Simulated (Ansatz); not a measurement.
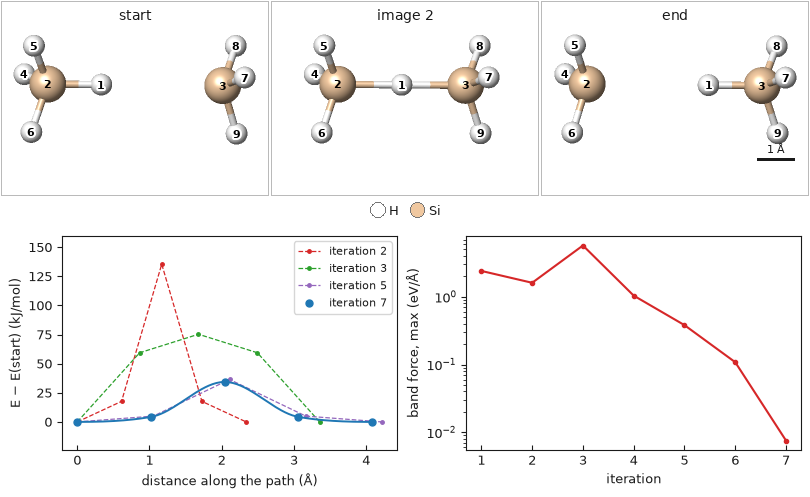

A search for the minimum-energy path of Si2H7 (multiplicity 2), made up of SiH$_{4}$ and SiH$_{3}$ by the nudged elastic band. Images are numbered from 0 (start) to 4 (end). The plot follows the band through its iterations. The picture is a ball-and-stick view, seen face on.

Method: Ansatz, UKS wB97X-V/def2-SVP.

The input:
```yaml
crystal:
  periodic: [false, false, false]
  atoms:
    - {symbol: H, position_ang: [0.074793, 0.307092, 0.758982]}
    - {symbol: Si, position_ang: [0.211590, 0.860380, 2.131522]}
    - {symbol: Si, position_ang: [-0.233748, -0.949151, -2.351948]}
    - {symbol: H, position_ang: [-0.375501, 2.223605, 2.177332]}
    - {symbol: H, position_ang: [1.649142, 0.928841, 2.497468]}
    - {symbol: H, position_ang: [-0.501958, -0.017587, 3.093385]}
    - {symbol: H, position_ang: [0.761277, -2.043487, -2.496458]}
    - {symbol: H, position_ang: [0.035446, 0.152034, -3.312915]}
    - {symbol: H, position_ang: [-1.621040, -1.461828, -2.497268]}
basis:
  gaussian: {orbitals: def2-SVP}
magnetization: {spin_polarized: true, initial_magnetization: 1}
hamiltonian: {xc: {name: wB97X-V}}
neb:
  images: 3
  climbing: false
  max_iterations: 40
  initial_path: idpp
  f_tol: 0.02
  final_atoms:
    - {symbol: H, position_ang: [-0.075949, -0.305917, -0.759385]}
    - {symbol: Si, position_ang: [0.233163, 0.949510, 2.351957]}
    - {symbol: Si, position_ang: [-0.211613, -0.860327, -2.131584]}
    - {symbol: H, position_ang: [-0.364820, 2.310005, 2.352945]}
    - {symbol: H, position_ang: [1.682807, 0.999616, 2.675303]}
    - {symbol: H, position_ang: [-0.492976, 0.042847, 3.278895]}
    - {symbol: H, position_ang: [0.767370, -1.960771, -2.320712]}
    - {symbol: H, position_ang: [0.049834, 0.210224, -3.126934]}
    - {symbol: H, position_ang: [-1.587814, -1.385287, -2.320387]}
```

Launched with:
```bash
ansatz run in.yaml --threads 2 --pin off --events-out ev --progress --plain --max-ram 4352MiB
```

### Did the band converge, and can the barrier be trusted?

The run is converged, with reservations. The band converged in 7 iterations. The largest component of the band force went from 2.4 to 0.0075 eV/Å. No image climbed, so the highest image needn't lie on the saddle point, and the true maximum along this path can be higher. The first iteration put the highest image at 200.9 kJ/mol. The two ends have the same energy, and the highest point, image 2, lies 34.3 kJ/mol above the start.

Limits of the set-up: the start holds two separate molecules, 3.4 Å apart at their closest, whose relative position is a soft coordinate.

Cost: 2.6 min on 2 threads of Arm Neoverse V2, with other jobs on the host.
